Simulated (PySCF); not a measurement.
# BH3Cl− (SMILES [H][B-]([H])([H])Cl): CCSDT/STO-6G

What is the vertical ionisation energy of BH3Cl− at CCSDT/STO-6G? Input form: a Python script.

The results are computed with PySCF 2.14.0.

10 further runs of the same task are left out: 1 that didn't finish, 9 set aside as unsound or not needed.

### Step 1. The molecule

The species is BH3Cl− (5 atoms), meant as a singlet with charge -1. SMILES: `[H][B-]([H])([H])Cl`. The coordinates come from a GFN2-xTB relaxation.

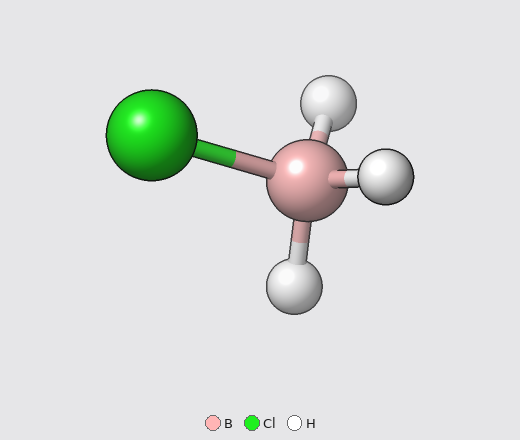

The structure, seen from a chosen angle (boron pink, chlorine green, hydrogen white).

### Step 2. A single-point energy at CCSDT/STO-6G

input.py reads:

```python
from pyscf import gto, cc

mol = gto.Mole()
mol.atom = [
    ('B', (-0.001280, 0.001630, -0.167010)),
    ('Cl', (0.013600, -0.021140, 1.707330)),
    ('H', (1.152300, 0.011380, -0.522240)),
    ('H', (-0.586640, 1.005700, -0.497000)),
    ('H', (-0.577980, -0.997580, -0.521080)),
]
mol.charge = -1
mol.verbose = 3
mol.basis = 'sto-6g'
mol.max_memory = 1860
mol.build()

mf = mol.RHF()
mf.conv_tol = 1e-10
mf.kernel()
if not mf.converged:
    mf = mf.newton().run(mf.mo_coeff, mf.mo_occ)

mycc = cc.CCSDT(mf, frozen=6)
mycc.kernel()
e_tot = mycc.e_tot
print(f'total energy: {e_tot:.8f} hartree')
```

Command:

```
$ OMP_NUM_THREADS=1 python input.py
```

Standard output:

```text
converged SCF energy = -484.324334939008
_make_eris_incore_RCCSDT

WARN: A large `blksize` is being used, which may cause large memory consumption
      for storing contraction intermediates. If memory is sufficient, consider using
      `pyscf.cc.rccsdt_highm.RCCSDT` instead.

RCCSDT converged
E(RCCSDT) = -484.3881209117892   E_corr = -0.06378597278144013
E_corr(same-spin) = -0.00173815872814645
E_corr(oppo-spin) = -0.0620478140532937
total energy: -484.38812091 hartree
```

It took 1.1 s on 1 thread of Arm Neoverse V1, shared host; peak memory 0.12 GiB.

### Step 3. Doublet neutral BH3Cl at the same level

job.py reads:

```python
from pyscf import gto, scf, cc

mol = gto.M(
    atom=[
    ('B', (-0.001280, 0.001630, -0.167010)),
    ('Cl', (0.013600, -0.021140, 1.707330)),
    ('H', (1.152300, 0.011380, -0.522240)),
    ('H', (-0.586640, 1.005700, -0.497000)),
    ('H', (-0.577980, -0.997580, -0.521080)),
],
    verbose=4,
    spin=1,
    max_memory=1860,
    basis='sto-6g',
    charge=0,
)

mf = scf.UHF(mol)
mf.conv_tol = 1e-10
mf.kernel()
if not mf.converged:
    mf = mf.newton().run(mf.mo_coeff, mf.mo_occ)

mycc = cc.CCSDT(mf, frozen=6)
mycc.kernel()
e_final = mycc.e_tot
print('Final energy', e_final)
```

Command:

```
$ OMP_NUM_THREADS=1 python job.py
```

Standard output:

```text
PySCF version 2.14.0

[INPUT] num. atoms = 5
[INPUT] num. electrons = 25
[INPUT] charge = 0
[INPUT] spin (= nelec alpha-beta = 2S) = 1
[INPUT] symmetry False subgroup None
[INPUT] Mole.unit = angstrom
[INPUT] Symbol           X                Y                Z      unit          X                Y                Z       unit  Magmom
[INPUT]  1 B     -0.001280000000   0.001630000000  -0.167010000000 AA   -0.002418849439   0.003080253583  -0.315603160064 Bohr   0.0
[INPUT]  2 Cl     0.013600000000  -0.021140000000   1.707330000000 AA    0.025700275294  -0.039948810273   3.226386104254 Bohr   0.0
[INPUT]  3 H      1.152300000000   0.011380000000  -0.522240000000 AA    2.177531413336   0.021505083298  -0.986890571293 Bohr   0.0
[INPUT]  4 H     -0.586640000000   1.005700000000  -0.497000000000 AA   -1.108588933715   1.900497563475  -0.939193883909 Bohr   0.0
[INPUT]  5 H     -0.577980000000  -0.997580000000  -0.521080000000 AA   -1.092223905476  -1.885152987344  -0.984698488988 Bohr   0.0

nuclear repulsion = 42.1397214579777
number of shells = 11
number of NR pGTOs = 102
number of NR cGTOs = 17
basis = sto-6g
ecp = {}

******** <class 'pyscf.scf.uhf.UHF'> ********
method = UHF
initial guess = minao
damping factor = 0
level_shift factor = 0
DIIS = <class 'pyscf.scf.diis.CDIIS'>
diis_start_cycle = 1
diis_space = 8
diis_damp = 0
SCF conv_tol = 1e-10
SCF conv_tol_grad = None
SCF max_cycles = 50
direct_scf = True
direct_scf_tol = 1e-13
number electrons alpha = 13  beta = 12
Set gradient conv threshold to 1e-05
init E= -483.939271660958
[... the frontier-level lines of each cycle are left out ...]


cycle= 1 E= -484.18848666419  delta_E= -0.249  |g|= 0.19  |ddm|= 1.55
cycle= 2 E= -484.237258190495  delta_E= -0.0488  |g|= 0.0709  |ddm|= 0.494
cycle= 3 E= -484.243008664964  delta_E= -0.00575  |g|= 0.0322  |ddm|= 0.118
cycle= 4 E= -484.247611564772  delta_E= -0.0046  |g|= 0.0275  |ddm|= 0.128
cycle= 5 E= -484.25402267159  delta_E= -0.00641  |g|= 0.0222  |ddm|= 0.209
cycle= 6 E= -484.259269740287  delta_E= -0.00525  |g|= 0.00866  |ddm|= 0.275
cycle= 7 E= -484.259454965734  delta_E= -0.000185  |g|= 0.00803  |ddm|= 0.0335
cycle= 8 E= -484.259745960113  delta_E= -0.000291  |g|= 0.00208  |ddm|= 0.0847
cycle= 9 E= -484.259752693301  delta_E= -6.73e-06  |g|= 0.0016  |ddm|= 0.024
cycle= 10 E= -484.259763568367  delta_E= -1.09e-05  |g|= 0.000519  |ddm|= 0.0126
cycle= 11 E= -484.259765661739  delta_E= -2.09e-06  |g|= 0.000565  |ddm|= 0.00675
cycle= 12 E= -484.259767663917  delta_E= -2e-06  |g|= 0.000198  |ddm|= 0.00526
cycle= 13 E= -484.259768036652  delta_E= -3.73e-07  |g|= 4.97e-05  |ddm|= 0.00326
cycle= 14 E= -484.259768046799  delta_E= -1.01e-08  |g|= 1.39e-05  |ddm|= 0.000522
cycle= 15 E= -484.259768047566  delta_E= -7.67e-10  |g|= 4.38e-06  |ddm|= 0.000133
cycle= 16 E= -484.259768047647  delta_E= -8.12e-11  |g|= 2.68e-06  |ddm|= 2.77e-05
Extra cycle  E= -484.25976804768  delta_E= -3.3e-11  |g|= 2.65e-06  |ddm|= 1.01e-05
converged SCF energy = -484.25976804768  <S^2> = 0.75340986  2S+1 = 2.003407

******** <class 'pyscf.cc.uccsdt.UCCSDT'> ********
UCCSDT nocc = (np.int64(7), np.int64(6)), nmo = (11, 11)
Allocating only the i<=j<=k part of the T3 amplitude in memory
frozen orbitals 6
max_cycle = 50
conv_tol = 1e-07
conv_tol_normt = 1e-06
diis with the T3 amplitude
diis_space = 6
diis_start_cycle = 0
diis_start_energy_diff = 1e+09
einsum_backend: numpy
_make_eris_incore_UCCSDT
blksize_o_aaa     7    blksize_v_aaa     5
blksize_o_aab     7    blksize_v_aab     5

WARN: A large `blksize_v_aaa` is being used, which may cause large memory consumption
      for storing contraction intermediates. If memory is sufficient, consider using
      `pyscf.cc.uccsdt_highm.UCCSDT` instead.

WARN: A large `blksize_v_aab` is being used, which may cause large memory consumption
      for storing contraction intermediates. If memory is sufficient, consider using
      `pyscf.cc.uccsdt_highm.UCCSDT` instead.

Approximate memory usage estimate
    T3 memory                65.0 KB
    R3 memory                65.0 KB
    ERIs memory               343 KB
    T1-ERIs memory            343 KB
    Intermediates memory      343 KB
    Block workspace           335 KB
Init t2, MP2 energy = -0.047638502259823
Init E_corr(UCCSDT) = -0.0476385022761565
cycle =  1  E_corr(UCCSDT) = -0.061256868670  dE = -1.361836639398e-02  norm(d tamps) = 6.25734398e-02
cycle =  2  E_corr(UCCSDT) = -0.066615257708  dE = -5.358389038003e-03  norm(d tamps) = 3.86606287e-02
cycle =  3  E_corr(UCCSDT) = -0.072322866612  dE = -5.707608903800e-03  norm(d tamps) = 2.89093648e-02
cycle =  4  E_corr(UCCSDT) = -0.073185419718  dE = -8.625531059444e-04  norm(d tamps) = 1.57141535e-02
cycle =  5  E_corr(UCCSDT) = -0.073159413269  dE =  2.600644921652e-05  norm(d tamps) = 3.66804685e-03
cycle =  6  E_corr(UCCSDT) = -0.073193525056  dE = -3.411178736026e-05  norm(d tamps) = 1.40553908e-03
cycle =  7  E_corr(UCCSDT) = -0.073171039272  dE =  2.248578396449e-05  norm(d tamps) = 4.52424961e-04
cycle =  8  E_corr(UCCSDT) = -0.073177025222  dE = -5.985950247270e-06  norm(d tamps) = 2.48044600e-04
cycle =  9  E_corr(UCCSDT) = -0.073179705046  dE = -2.679824020274e-06  norm(d tamps) = 1.63113939e-04
cycle = 10  E_corr(UCCSDT) = -0.073181940330  dE = -2.235283746599e-06  norm(d tamps) = 1.08110499e-04
cycle = 11  E_corr(UCCSDT) = -0.073178742878  dE =  3.197452220355e-06  norm(d tamps) = 7.12361064e-05
cycle = 12  E_corr(UCCSDT) = -0.073177497651  dE =  1.245226841404e-06  norm(d tamps) = 2.44769152e-05
cycle = 13  E_corr(UCCSDT) = -0.073177383136  dE =  1.145146249215e-07  norm(d tamps) = 1.28990311e-05
cycle = 14  E_corr(UCCSDT) = -0.073177788901  dE = -4.057647681049e-07  norm(d tamps) = 8.31616520e-06
cycle = 15  E_corr(UCCSDT) = -0.073178073008  dE = -2.841064303954e-07  norm(d tamps) = 5.55012658e-06
cycle = 16  E_corr(UCCSDT) = -0.073178099973  dE = -2.696566553384e-08  norm(d tamps) = 4.97287337e-06
cycle = 17  E_corr(UCCSDT) = -0.073178101617  dE = -1.643816721630e-09  norm(d tamps) = 4.91460880e-06
cycle = 18  E_corr(UCCSDT) = -0.073178089214  dE =  1.240354735588e-08  norm(d tamps) = 4.90000886e-06
cycle = 19  E_corr(UCCSDT) = -0.073178085090  dE =  4.123229160879e-09  norm(d tamps) = 4.89302580e-06
cycle = 20  E_corr(UCCSDT) = -0.073178083400  dE =  1.690401388310e-09  norm(d tamps) = 4.88944389e-06
cycle = 21  E_corr(UCCSDT) = -0.073178074658  dE =  8.742308696408e-09  norm(d tamps) = 4.88709708e-06
cycle = 22  E_corr(UCCSDT) = -0.073178071407  dE =  3.250940835975e-09  norm(d tamps) = 4.88274785e-06
cycle = 23  E_corr(UCCSDT) = -0.073178070948  dE =  4.589543883826e-10  norm(d tamps) = 4.87893727e-06
cycle = 24  E_corr(UCCSDT) = -0.073178067163  dE =  3.784862243061e-09  norm(d tamps) = 4.87630568e-06
cycle = 25  E_corr(UCCSDT) = -0.073178063967  dE =  3.195909120679e-09  norm(d tamps) = 4.87125620e-06
cycle = 26  E_corr(UCCSDT) = -0.073178061028  dE =  2.939302343186e-09  norm(d tamps) = 4.86592525e-06
cycle = 27  E_corr(UCCSDT) = -0.073178058108  dE =  2.919952904468e-09  norm(d tamps) = 4.85900221e-06
cycle = 28  E_corr(UCCSDT) = -0.073178055839  dE =  2.268629145652e-09  norm(d tamps) = 4.84663037e-06
cycle = 29  E_corr(UCCSDT) = -0.073178054365  dE =  1.473635477534e-09  norm(d tamps) = 4.83141837e-06
cycle = 30  E_corr(UCCSDT) = -0.073178053902  dE =  4.629965716374e-10  norm(d tamps) = 4.81300024e-06
cycle = 31  E_corr(UCCSDT) = -0.073178054770  dE = -8.679471308337e-10  norm(d tamps) = 4.78617753e-06
cycle = 32  E_corr(UCCSDT) = -0.073178057244  dE = -2.474091376214e-09  norm(d tamps) = 4.75014388e-06
cycle = 33  E_corr(UCCSDT) = -0.073178062276  dE = -5.031503338970e-09  norm(d tamps) = 4.69850904e-06
cycle = 34  E_corr(UCCSDT) = -0.073178070427  dE = -8.151120320377e-09  norm(d tamps) = 4.61909074e-06
cycle = 35  E_corr(UCCSDT) = -0.073178081668  dE = -1.124134031694e-08  norm(d tamps) = 4.50743305e-06
cycle = 36  E_corr(UCCSDT) = -0.073178096073  dE = -1.440509347916e-08  norm(d tamps) = 4.35682869e-06
cycle = 37  E_corr(UCCSDT) = -0.073178242635  dE = -1.465617529561e-07  norm(d tamps) = 4.15885300e-06
cycle = 38  E_corr(UCCSDT) = -0.073178202623  dE =  4.001182739299e-08  norm(d tamps) = 1.54789388e-06
cycle = 39  E_corr(UCCSDT) = -0.073178169123  dE =  3.350066830887e-08  norm(d tamps) = 1.00545274e-06
cycle = 40  E_corr(UCCSDT) = -0.073178125112  dE =  4.401074125970e-08  norm(d tamps) = 5.03435558e-07
UCCSDT converged
E(UCCSDT) = -484.3329461727917   E_corr = -0.07317812511201088
E_corr(same-spin) = -0.00726589048236076
E_corr(oppo-spin) = -0.0659122346296501
Final energy -484.33294617279165
```

Wall time 2.8 s (1 thread of Arm Neoverse V1, shared host); peak memory 0.1 GiB.

### Step 4. Results

At CCSDT/STO-6G, 6 core orbitals frozen:

```
                                                                         quantity          value
                                                     singlet BH3Cl−: total energy  -484.38812 Eh
                              singlet BH3Cl−: HOMO energy (Hartree–Fock orbitals)       -2.18 eV
                              singlet BH3Cl−: LUMO energy (Hartree–Fock orbitals)       20.88 eV
            singlet BH3Cl−: HOMO–LUMO gap (to an unbound level, set by the basis)       23.06 eV
                      singlet BH3Cl−: correlation energy (6 core orbitals frozen)      -63.8 mEh
                                                    singlet BH3Cl−: T1 diagnostic          0.005
                                              doublet neutral BH3Cl: total energy  -484.33295 Eh
                      doublet neutral BH3Cl: dipole moment (Hartree–Fock density)         2.35 D
doublet neutral BH3Cl: HOMO energy (Hartree–Fock orbitals) (highest over α and β)      -10.65 eV
 doublet neutral BH3Cl: LUMO energy (Hartree–Fock orbitals) (lowest over α and β)       -1.27 eV
               doublet neutral BH3Cl: correlation energy (6 core orbitals frozen)      -73.2 mEh
                         doublet neutral BH3Cl: ⟨S²⟩ of the reference determinant          0.753
                                             doublet neutral BH3Cl: T1 diagnostic          0.034
                              vertical detachment energy (to the doublet neutral)       1.501 eV
```

**Reading.** Removing an electron at fixed nuclei costs 1.50 eV (145 kJ/mol). In a minimal basis such a difference can be off by several eV, whatever the method. Mulliken charges (singlet BH3Cl−) of the mean-field density run from -0.52 on Cl2 to +0.06 on B1.
